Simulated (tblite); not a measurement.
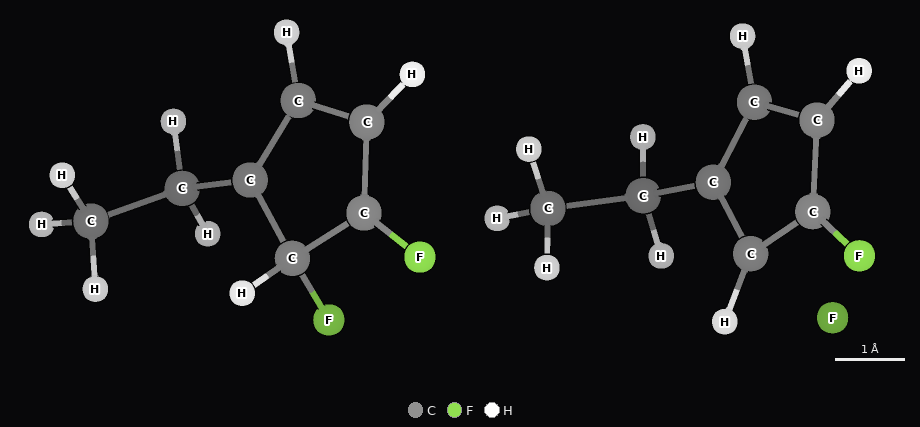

Two geometries of C$_{7}$H$_{8}$F$_{2}$ (charge −1, multiplicity 2), drawn at one scale. One is the start of a relaxation, the other its converged end. Style: ball-and-stick. Shown at a tilt.

The calculation used GFN2-xTB geometry optimisation, gas phase (tblite). 

Question: Which one is relaxed?

Answer: The right one is the relaxed one. An F atom moves most after the best rigid fit: 0.90 Å. By element the largest moves are F 0.90 Å, H 0.72 Å, C 0.22 Å. Some distances before and after: C–F 1.355 → 2.167 Å, C–C 1.497 → 1.410 Å, C–C 1.503 → 1.428 Å, C–C 1.426 → 1.371 Å. Bonds break, among them: C–F (1.35 → 2.17 Å). Among the angles between lasting bonds that change: C–C–H 111.4° → 126.6°, C–C–H 111.0° → 125.7°, C–C–C 102.9° → 105.9°. After 109 geometry steps the energy has fallen by 1.028 eV.
